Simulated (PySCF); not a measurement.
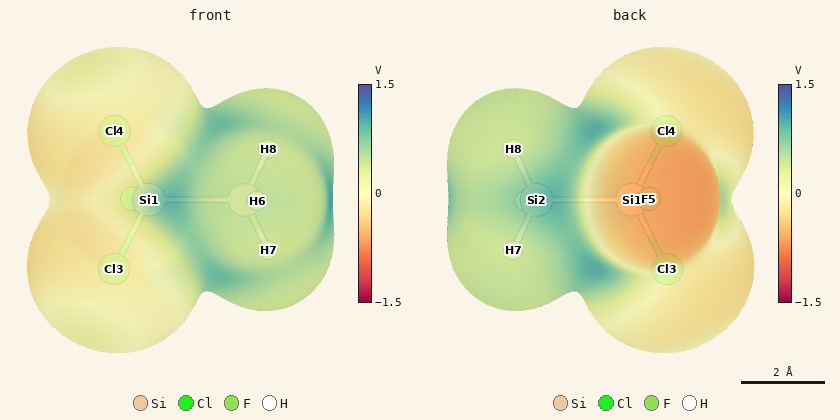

*Cl2FH3Si2. The electrostatic potential painted on the density surface at 0.001 e/bohr³, seen from the front and from behind; the colour scale runs from red (negative) to blue (positive).*

Geometry: PBE0-D3(BJ)/def2-SVP.

Method: PBE0/pcSseg-2, SCF density, gas phase, non-relativistic in PySCF.

```
atom    x (Å)    y (Å)    z (Å)
  Si   0.9909   0.1994   0.5347
  Si  -0.9026  -0.2570  -0.7393
  Cl   1.6100   2.1380   0.2824
  Cl   0.6331  -0.1374   2.5258
   F   2.2246  -0.7525   0.1042
   H  -1.9893   0.6550  -0.2785
   H  -0.5978  -0.0108  -2.1788
   H  -1.2979  -1.6800  -0.5280
```

Describe the electrostatic potential map.

Answer. The most negative region (about −0.7 V) lies over F5, the most positive (about +1.0 V) over Si1 and Si2.

How polar is the molecule by this calculation?

Answer. Its dipole moment is 2.04 D.
